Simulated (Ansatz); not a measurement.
Consider FGeH₄Si₂ (charge +1).

The calculation's input:

```
crystal:
  periodic: [false, false, false]
  atoms:
    - symbol: F
      position_ang: [-0.480723, 3.232531, -0.414487]
    - symbol: Ge
      position_ang: [-0.400006, 2.546151, -2.365273]
    - symbol: Si
      position_ang: [0.511349, 0.571352, -1.039696]
    - symbol: Si
      position_ang: [0.111414, 2.027680, 0.764379]
    - symbol: H
      position_ang: [1.946055, 0.291252, -1.311751]
    - symbol: H
      position_ang: [1.245341, 2.717800, 1.416669]
    - symbol: H
      position_ang: [-1.058404, 1.806005, 1.641831]
    - symbol: H
      position_ang: [-0.369845, -0.625432, -1.085193]
basis:
  gaussian: {orbitals: def2-TZVPD}
total_charge: 1
hamiltonian: {xc: pbe0}
output: {forces: true, orbitals: {seedname: orbitals}}
```

Run with:

```sh
ansatz run input.yaml --threads 2 --pin off --max-ram 4350MiB --events-out events.jsonl --progress --plain --runs-dir runs
```

Geometry: B3LYP-D3(BJ)/def2-SVP.

These are results of isolated molecule in a Gaussian basis; Kohn-Sham density functional theory, functional PBE0 (Ansatz), not measurements.

### What can the converged electron density and electron localisation function tell about the bonding?

Si–F (1.79 Å): ρ is about 0.73 e/Å³ halfway; the ELF peaks at about 0.85 in the valence shell of F, 0.5 Å from its nucleus, and is about 0.50 at the midpoint.
Ge–F (2.07 Å): ρ at the midpoint is about 0.43 e/Å³; the ELF is about 0.20 at the midpoint.
Si–Si (2.35 Å): the density is about 0.63 e/Å³ at the midpoint; the ELF peaks at about 1 between the atoms (a shared electron pair).
Si–Ge (2.55 Å): the density is about 0.51 e/Å³ at the midpoint; the ELF peaks at about 0.95 between the atoms: a covalent bond.

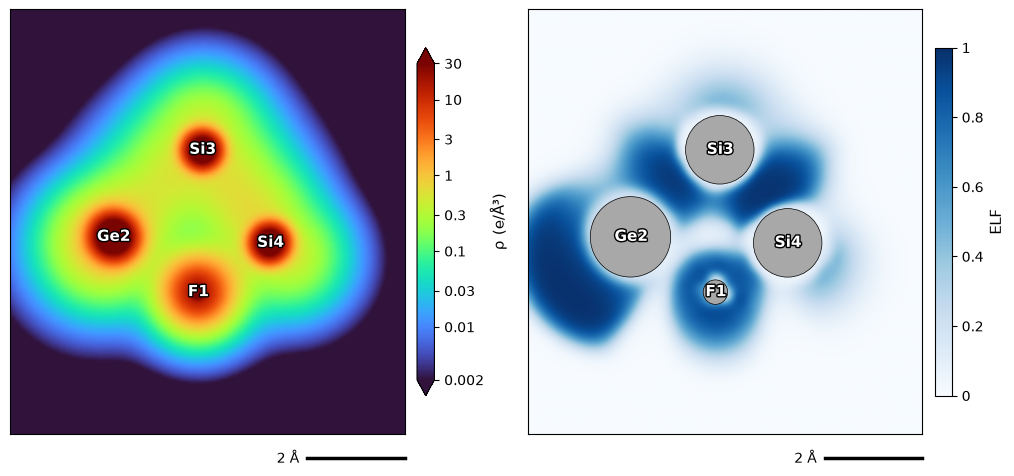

Computed electron density and electron localisation function on the plane of atoms F1, Ge2 and Si3, in this order. Grey discs cover the atomic cores in the ELF map. 
